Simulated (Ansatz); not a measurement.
Run report: SiNH5SCl2, geometry relaxation (part 2 of 2)

The same run, continued: SiNH5SCl2; RKS PBE-D4/6-31G* (Ansatz 0.2.0). The input holds or restrains some coordinates. It belongs to a series of runs on one base structure; here: pulled along the bonds that form and break, towards end B.

Geometry of the input (Å):
```
Si 0.0000  0.0000  0.0000
H  0.0000  0.0000  1.8100
N  1.7163  0.0000  -0.6061
H  2.2145  -0.9180  -0.7868
H  2.2175  0.9180  -0.7783
Cl -1.0032  1.7381  -0.7093
Cl -1.0032  -1.7381  -0.7093
S  -2.3345  0.0000  0.7757
H  -3.0901  -0.8728  -0.0163
H  -0.9511  0.0000  1.8802
```

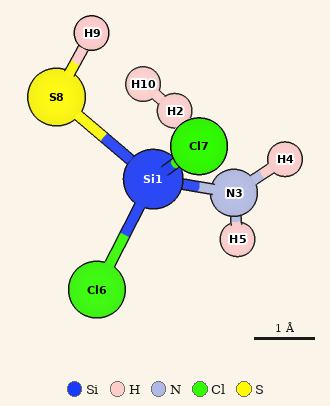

The geometry at step 11 of the log (ball-and-stick view, seen at a tilt; atoms are numbered from 1 in the order of the input).

Trajectory as extended XYZ, continued:
```
10
Properties=species:S:1:pos:R:3:forces:R:3 step=4 energy=-45307.91422
Si   -0.3458   -0.0021   -0.3311    1.2024  -0.1055  -0.8721
H     0.1098    0.0071    2.2695    2.7965   0.1164   0.3041
N     1.5312   -0.0012   -0.5851   -1.7890  -0.0573   0.1677
H     2.1143   -0.8545   -0.7417   -0.9798   0.5166   0.3969
H     2.1161    0.8520   -0.7367   -1.0052  -0.5238   0.3800
Cl   -0.8166    1.9486   -0.8615    1.3723   1.0121  -0.7867
Cl   -0.8311   -1.9482   -0.8890    1.1750  -0.9470  -0.9943
S    -2.4352    0.0784    0.5102   -0.2825   1.1016   1.5001
H    -3.0944   -0.9386   -0.0254   -0.0584  -1.0275  -0.2049
H    -0.5819   -0.0142    2.2505   -2.4313  -0.0855   0.1093
10
Properties=species:S:1:pos:R:3:forces:R:3 step=5 energy=-45308.93645
Si   -0.4294    0.0002   -0.3732    1.6689   0.0645  -1.0891
H     0.1599    0.0163    2.2392    1.6792   0.1094   0.0811
N     1.3951   -0.0081   -0.5641   -1.2716  -0.0601   0.2784
H     1.9837   -0.8501   -0.6823   -0.7472   0.1461   0.3084
H     1.9850    0.8343   -0.6777   -0.7775  -0.1682   0.3073
Cl   -0.6532    2.0191   -0.9409    0.5513   0.2540  -0.3886
Cl   -0.6973   -2.0009   -1.0004    0.2978  -0.1099  -0.4375
S    -2.4284    0.1343    0.5255   -0.2874   0.1582   0.4800
H    -2.9996   -0.9877    0.0251    0.2081  -0.2990   0.1443
H    -0.5497   -0.0301    2.3084   -1.3218  -0.0950   0.3155
10
Properties=species:S:1:pos:R:3:forces:R:3 step=6 energy=-45309.51911
Si   -0.4606    0.0345   -0.4788    0.6666   0.0314  -0.6304
H     0.2003    0.0109    2.1111    0.6938   0.0251   0.1283
N     1.2848   -0.0160   -0.4787   -0.2520   0.0197   0.2764
H     1.8441   -0.8701   -0.5643   -0.3993  -0.0096   0.1918
H     1.8721    0.8209   -0.5473   -0.3748  -0.0053   0.1866
Cl   -0.5525    2.0704   -1.0759    0.0149  -0.1164  -0.2858
Cl   -0.6712   -1.9677   -1.1566   -0.0609   0.0424  -0.4502
S    -2.3751    0.1462    0.5469   -0.3304  -0.1779   0.0095
H    -2.8792   -1.0700    0.1533    0.3161   0.2118   0.2314
H    -0.4966   -0.0318    2.3501   -0.2740  -0.0211   0.3425
10
Properties=species:S:1:pos:R:3:forces:R:3 step=7 energy=-45309.81986
Si   -0.4917    0.0411   -0.5603    0.1448   0.0409  -0.2451
H     0.2701   -0.0080    2.0047    1.1432   0.0062  -0.0913
N     1.2169   -0.0210   -0.3424   -0.1142  -0.0465   0.1341
H     1.7576   -0.8834   -0.4141   -0.1859  -0.0306   0.1272
H     1.7958    0.8177   -0.3966   -0.1637   0.0156   0.1232
Cl   -0.5703    2.0515   -1.2080    0.0011  -0.1509  -0.4062
Cl   -0.7172   -1.9268   -1.3414   -0.0637   0.3358  -0.3670
S    -2.3419    0.1711    0.5694   -0.1224  -0.3433  -0.1764
H    -2.7604   -1.0944    0.2524    0.1115   0.1916   0.2311
H    -0.3927   -0.0205    2.2962   -0.7506  -0.0189   0.6703
10
Properties=species:S:1:pos:R:3:forces:R:3 step=8 energy=-45310.02563
Si   -0.4929    0.0600   -0.5846   -0.1973  -0.1192  -0.5208
H     0.2805   -0.0060    1.9700    1.3256   0.0109  -0.2469
N     1.1886   -0.0253   -0.2667   -0.1111   0.0071   0.1433
H     1.7078   -0.8985   -0.3370   -0.0485  -0.0193   0.1088
H     1.7660    0.8119   -0.3144    0.0037   0.0047   0.1039
Cl   -0.5698    2.0163   -1.3677   -0.0597  -0.3029  -0.2126
Cl   -0.7463   -1.8353   -1.5134   -0.0374   0.4110  -0.2396
S    -2.3032    0.1504    0.6063   -0.1172  -0.0627  -0.1347
H    -2.7164   -1.1249    0.3501    0.1536   0.0948   0.0884
H    -0.3481   -0.0214    2.3172   -0.9116  -0.0245   0.9100
10
Properties=species:S:1:pos:R:3:forces:R:3 step=9 energy=-45310.19000
Si   -0.4997    0.0629   -0.6074   -0.2353  -0.0537  -0.4921
H     0.2932   -0.0006    1.9439    1.3210   0.0057  -0.3596
N     1.1637   -0.0322   -0.2030   -0.1386   0.0059   0.0678
H     1.6758   -0.9117   -0.2558   -0.0352   0.0358   0.0901
H     1.7497    0.8003   -0.2354    0.0121  -0.0334   0.0782
Cl   -0.6042    1.9438   -1.5085   -0.0096  -0.1313  -0.1522
Cl   -0.7884   -1.7216   -1.6718   -0.0194   0.1639  -0.2137
S    -2.2633    0.1372    0.6510   -0.1149  -0.0574  -0.1582
H    -2.6651   -1.1399    0.3938    0.1111   0.0782   0.0527
H    -0.2954   -0.0110    2.3530   -0.8912  -0.0139   1.0870
10
Properties=species:S:1:pos:R:3:forces:R:3 step=10 energy=-45310.27445
Si   -0.5166    0.0816   -0.6616   -0.2441  -0.1507  -0.3859
H     0.2830    0.0340    1.8911    1.2916  -0.0111  -0.4782
N     1.1164   -0.0542   -0.1600   -0.0887   0.0164  -0.0766
H     1.5990   -0.9520   -0.1382   -0.0343   0.0692   0.0345
H     1.7325    0.7555   -0.1700    0.0461  -0.0023   0.0594
Cl   -0.6065    1.9443   -1.5859    0.0015  -0.1470  -0.0262
Cl   -0.8179   -1.6206   -1.8412   -0.0236   0.1382  -0.1226
S    -2.2275    0.1088    0.6646   -0.1922   0.0235  -0.3060
H    -2.5446   -1.2044    0.4944    0.0768   0.0487   0.0051
H    -0.2517    0.0343    2.3666   -0.8330   0.0152   1.2965
10
Properties=species:S:1:pos:R:3:forces:R:3 step=11 energy=-45310.30422
Si   -0.5277    0.0706   -0.6910   -0.3458   0.0206  -0.6093
H     0.2966    0.0304    1.8565    1.3236  -0.0810  -0.5153
N     1.0883   -0.0727   -0.1677    0.3228  -0.0910  -0.0575
H     1.5519   -0.9704   -0.0208   -0.0786   0.1084  -0.0064
H     1.7064    0.7340   -0.0713   -0.1109  -0.0865   0.0164
Cl   -0.6144    1.9047   -1.6427    0.0175   0.1126   0.0104
Cl   -0.8595   -1.5106   -2.0030    0.0212  -0.0666   0.0131
S    -2.2264    0.1157    0.6331   -0.3024  -0.2133  -0.2633
H    -2.4119   -1.2413    0.6381    0.0681   0.2168   0.0264
H    -0.2371    0.0667    2.3287   -0.9155   0.0801   1.3853
10
Properties=species:S:1:pos:R:3:forces:R:3 step=12 energy=-45310.32176 accepted=F
Si   -0.5214    0.0724   -0.7410   -0.3969   0.0692  -0.5619
H     0.1589    0.0412    1.8544    0.9556  -0.1003  -0.2977
N     1.0956   -0.0977   -0.2342    0.5247  -0.0733   0.1478
H     1.5386   -1.0000   -0.0403   -0.1436   0.1885  -0.0496
H     1.7080    0.7041   -0.0529   -0.2441  -0.1992  -0.0145
Cl   -0.5996    1.9358   -1.6437   -0.0016   0.0042   0.0247
Cl   -0.8718   -1.4874   -2.0794    0.0371   0.0261   0.0731
S    -2.1914    0.1183    0.6173   -0.4550  -0.5791  -0.4069
H    -2.2601   -1.2592    0.7603    0.0553   0.5850  -0.0214
H    -0.2905    0.0997    2.4193   -0.3315   0.0790   1.1063
10
Properties=species:S:1:pos:R:3:forces:R:3 step=13 energy=-45310.31952
Si   -0.5277    0.0693   -0.7144   -0.3126  -0.0149  -0.5564
H     0.2715    0.0505    1.8422    1.3193  -0.0859  -0.5341
N     1.0913   -0.0902   -0.2021    0.3250   0.0331  -0.0234
H     1.5449   -0.9904   -0.0443   -0.0632   0.0858  -0.0052
H     1.6873    0.7178   -0.0059   -0.1527  -0.1667  -0.0023
Cl   -0.6159    1.9207   -1.6314    0.0098   0.0839  -0.0027
Cl   -0.8466   -1.5072   -2.0356    0.0095  -0.0263   0.0261
S    -2.2270    0.1191    0.6089   -0.3349  -0.1631  -0.2818
H    -2.3572   -1.2386    0.7189    0.0802   0.1781   0.0014
H    -0.2543    0.0763    2.3237   -0.8805   0.0762   1.3784
10
Properties=species:S:1:pos:R:3:forces:R:3 step=14 energy=-45310.33967
Si   -0.5303    0.0727   -0.7326   -0.2870   0.0538  -0.5110
H     0.2432    0.0135    1.8323    1.1491  -0.2031  -0.3928
N     1.0981   -0.1025   -0.2474    0.4166   0.3529   0.1212
H     1.5343   -1.0053   -0.0627   -0.0453   0.0373  -0.0071
H     1.6655    0.7032    0.0557   -0.3110  -0.4143  -0.1014
Cl   -0.6165    1.9433   -1.6205    0.0039  -0.0187  -0.0042
Cl   -0.8438   -1.5125   -2.0432   -0.0009   0.0077  -0.0049
S    -2.2346    0.1240    0.5880   -0.2724  -0.2393  -0.3157
H    -2.2755   -1.2339    0.7721    0.0275   0.2327   0.0153
H    -0.2741    0.1248    2.3181   -0.6806   0.1910   1.2006
10
Properties=species:S:1:pos:R:3:forces:R:3 step=15 energy=-45310.34934
Si   -0.5272    0.0897   -0.7516   -0.3138   0.0500  -0.5376
H     0.2237   -0.0433    1.8163    1.2850  -0.2255  -0.5198
N     1.1035   -0.0801   -0.2670    0.1751   0.1403   0.0526
H     1.5193   -0.9909   -0.0802    0.0022  -0.0110   0.0066
H     1.6346    0.7010    0.1256   -0.1030  -0.1311  -0.0251
Cl   -0.6305    1.9383   -1.6822   -0.0015  -0.0337   0.0100
Cl   -0.8199   -1.5220   -2.0320    0.0084  -0.0065  -0.0271
S    -2.2432    0.1580    0.5534   -0.2307  -0.0950  -0.2801
H    -2.1967   -1.1685    0.8817    0.0156   0.1444  -0.0070
H    -0.2975    0.0450    2.2958   -0.8373   0.1681   1.3274
10
Properties=species:S:1:pos:R:3:forces:R:3 step=16 energy=-45310.35502
Si   -0.5246    0.0987   -0.7814   -0.3005   0.0866  -0.5273
H     0.1732   -0.1585    1.7957    1.2692  -0.3623  -0.5783
N     1.1092   -0.0530   -0.2888    0.0989   0.1517   0.1230
H     1.5110   -0.9720   -0.1131    0.0470  -0.0443   0.0122
H     1.5876    0.6982    0.2165   -0.0983  -0.1314  -0.0729
Cl   -0.6557    1.9230   -1.7526   -0.0006  -0.0164  -0.0216
Cl   -0.7815   -1.5327   -2.0457   -0.0001   0.0206   0.0097
S    -2.2416    0.2033    0.5212   -0.1440  -0.3918  -0.1660
H    -2.0921   -1.0749    1.0207   -0.0753   0.4139  -0.1594
H    -0.3192   -0.0049    2.2872   -0.7964   0.2735   1.3806
10
Properties=species:S:1:pos:R:3:forces:R:3 step=17 energy=-45310.36035
Si   -0.5207    0.1019   -0.7804   -0.2627   0.5587  -0.4767
H     0.1927   -0.2772    1.7746    1.2513  -0.2523  -0.5702
N     1.1155    0.0082   -0.2773   -0.0119  -0.0113   0.0054
H     1.5659   -0.8935   -0.1292    0.0155  -0.0137   0.0255
H     1.5422    0.7651    0.2570    0.0260  -0.0094  -0.0124
Cl   -0.6689    1.8738   -1.8754    0.0005  -0.2108   0.1221
Cl   -0.7841   -1.5811   -1.9424   -0.0067  -0.1873  -0.1105
S    -2.2120    0.3030    0.5458   -0.2162   0.1290  -0.4044
H    -2.1503   -0.9688    1.0159   -0.0046  -0.0702   0.0499
H    -0.3143   -0.2042    2.2712   -0.7912   0.0673   1.3713
10
Properties=species:S:1:pos:R:3:forces:R:3 step=18 energy=-45310.36434
Si   -0.5207    0.1248   -0.7861   -0.2201   0.1748  -0.4651
H     0.1933   -0.3221    1.7572    1.2532  -0.2453  -0.5656
N     1.1128    0.0200   -0.2727    0.0376   0.0911   0.0197
H     1.5470   -0.8854   -0.0938   -0.0090   0.0316  -0.0057
H     1.5491    0.7851    0.2449   -0.0052  -0.0635  -0.0332
Cl   -0.6751    1.8697   -1.9055    0.0022  -0.1278   0.1034
Cl   -0.7684   -1.5861   -1.9285   -0.0130  -0.0661  -0.0501
S    -2.2122    0.3143    0.5398   -0.2700   0.1503  -0.3448
H    -2.1417   -0.9429    1.0549    0.0262   0.0061  -0.0347
H    -0.3178   -0.2502    2.2496   -0.8019   0.0488   1.3761
```

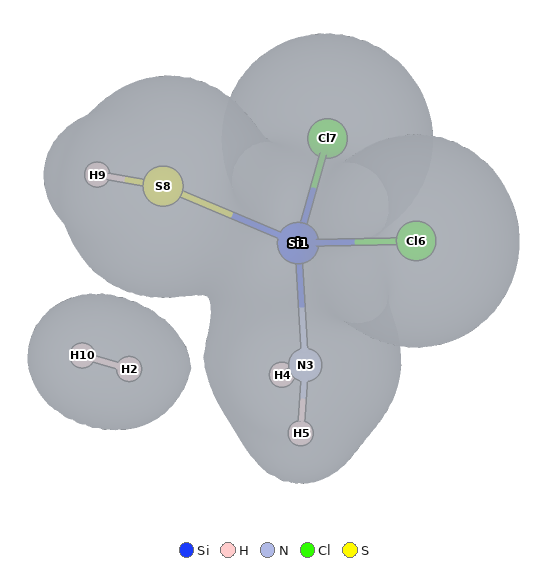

Isosurface of the total electron density at 0.15 e/Å³ (grey), seen at a tilt. At this value the surface falls into two separate pieces. It is pinched off along the Si···H (2.68 Å) contacts. On the grid the lowest density along these lines, outside the cores, is 0.1 e/Å³ (Si···H, 2.68 Å), 0.94 e/Å³ (Si–N, 1.72 Å), 0.65 e/Å³ (Si–Cl, 2.07 Å) and 0.67 e/Å³ (Si–S, 2.16 Å).

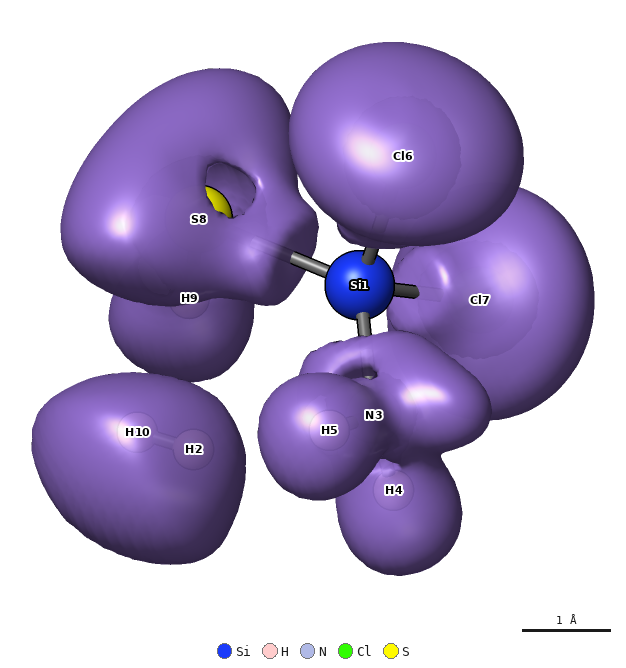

Isosurface of the ELF at 0.75 (purple), seen at a tilt. Core shells and regions of very low density are left out. Values along the shortest contacts:
